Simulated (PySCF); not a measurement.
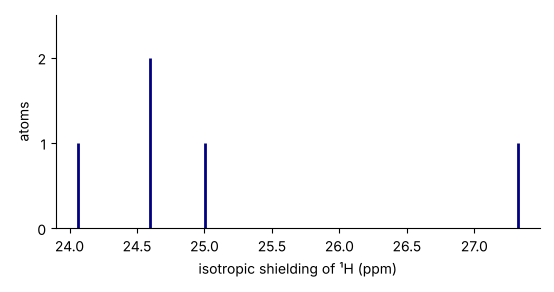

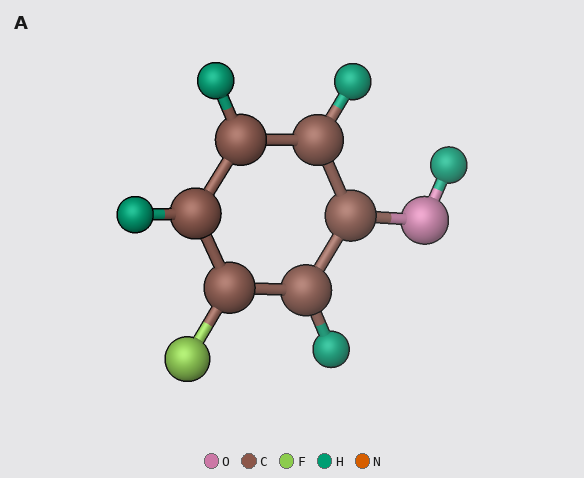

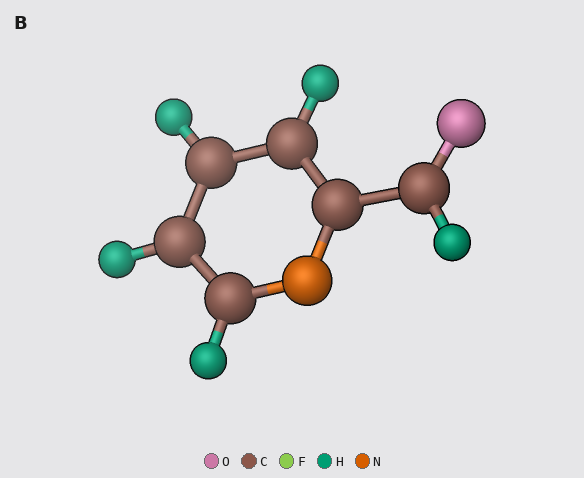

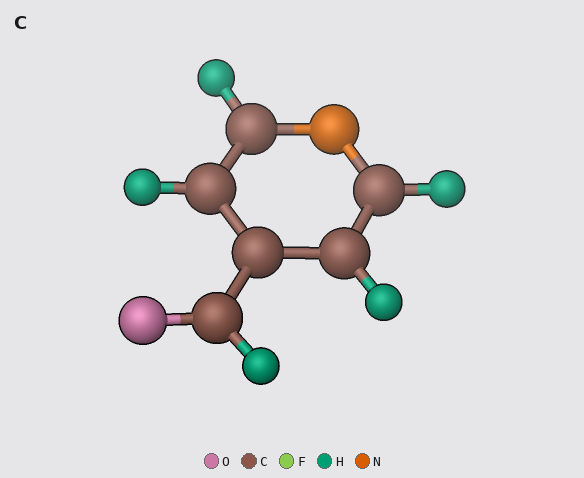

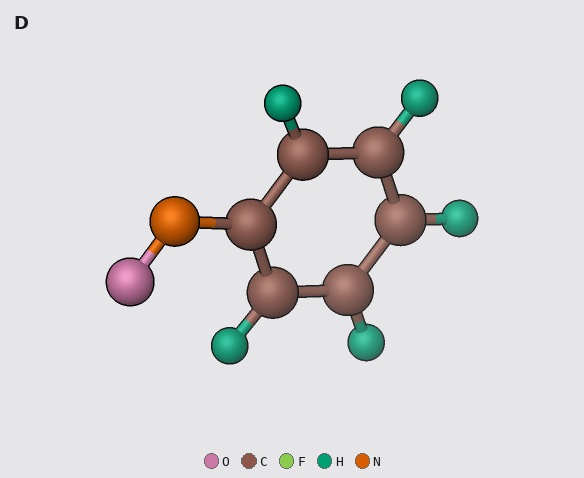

The sticks are computed shieldings of one of the molecules, for one fixed geometry (PBE0-D3(BJ)/def2-SVP) without averaging over rotations. Low shielding means a high chemical shift. Method: GIAO PBE0/pcSseg-1 NMR shielding, non-relativistic, gas phase (PySCF 2.14.0).

Question: Which molecule gives this pattern?

Answer: A, `Oc1cccc(F)c1`. Its 5 H atoms give lines at 24.06, 24.60 (2 atoms), 25.00, 27.32 ppm.
